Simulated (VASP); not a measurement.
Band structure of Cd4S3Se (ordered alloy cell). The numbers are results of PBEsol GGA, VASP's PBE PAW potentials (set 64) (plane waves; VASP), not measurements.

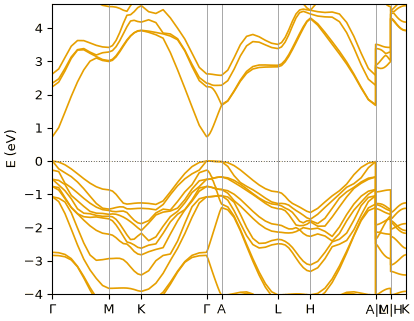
Figure: Bands along high-symmetry lines, zero at the valence-band maximum or, without a gap, the Fermi level

Task: Read the plot: is there a gap, and where are the band edges?

Result: The gap is direct, 0.74 eV, from the valence maximum at Γ to the conduction minimum at Γ. (Edges off the drawn lines would not show.)

The structure was generated: Cd4S3Se was put into an ordered model structure (P3m1), which need not be its known phase. It was relaxed first.
